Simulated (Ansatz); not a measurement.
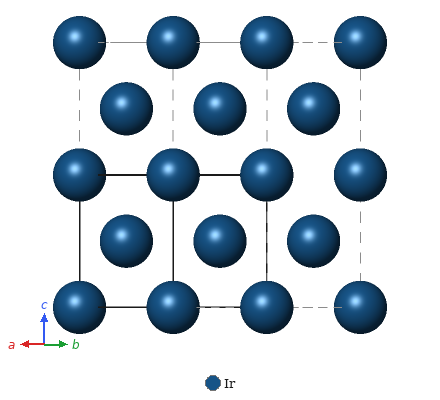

Ir (Fm-3m, No. 225): the input geometry of an electronic-structure calculation (not necessarily at equilibrium).

```
Ir
1.0
     3.84437    0.00000    0.00000
     0.00000    3.84437    0.00000
     0.00000    0.00000    3.84437
Ir
4
Direct
  0.00000 0.00000 0.00000
  0.00000 0.50000 0.50000
  0.50000 0.00000 0.50000
  0.50000 0.50000 0.00000
```

> What will an integrated-DPC-like image along [110] show? Simulated as the projected potential of neutral atoms (B = 0.8 Å²) blurred by a 0.86 Å probe, the thin-sample limit of integrated differential phase contrast. The display is stretched by a gamma of 0.65; percentages refer to the linear signal. Shot noise was added.

The columns repeat on a centred rectangular net of 2.72 × 3.84 Å (plane group c2mm). All columns are alike (Ir). The shortest distance between visible columns is 2.35 Å in projection. Along the beam the structure repeats every 2.72 Å.

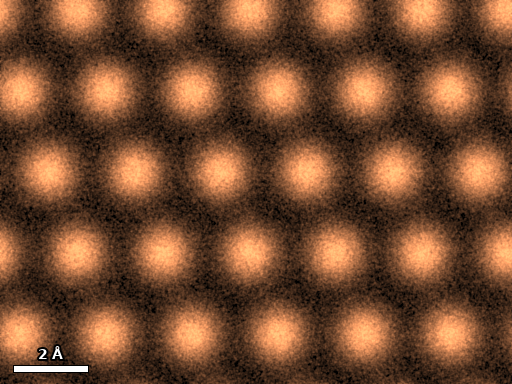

The simulated image.
